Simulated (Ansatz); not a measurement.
```yaml
atoms:
  - { symbol: Zn, position_ang: [-0.0626, -1.3911, 0.1414] }
  - { symbol: Br, position_ang: [0.2914, -1.3645, -2.2198] }
  - { symbol: O, position_ang: [-0.3638, -1.6650, 1.9004] }
  - { symbol: H, position_ang: [0.4418, 1.2881, -1.3012] }
  - { symbol: O, position_ang: [0.3585, 1.7027, -0.4205] }
  - { symbol: H, position_ang: [-0.2261, -0.8325, 2.3954] }
  - { symbol: H, position_ang: [-0.4394, 2.2624, -0.4957] }
```

Not at a stationary point (largest force 1.1 eV/Å).

Method: RKS BLYP/def2-mTZVP in Ansatz 0.2.0.

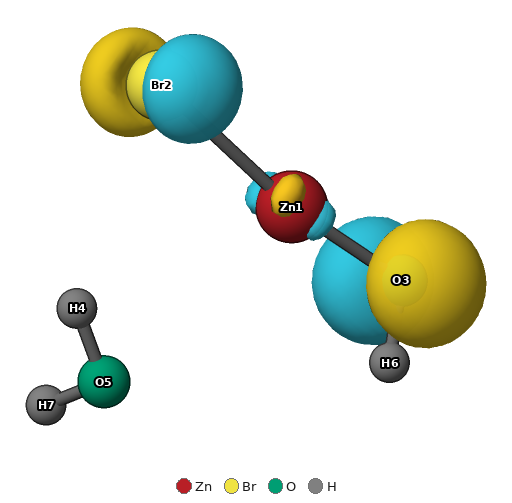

BrHOZn···H$_{2}$O. The HOMO at ±0.2 Å⁻³ᐟ² (yellow and cyan are the two phases), seen at a tilt.

Question: What is the character of this orbital?

Answer: By Hirshfeld shares it lies mainly on O3 (about 60 %), Br2 (about 25 %) and Zn1 (about 10 %). Its energy is −6.63 eV.
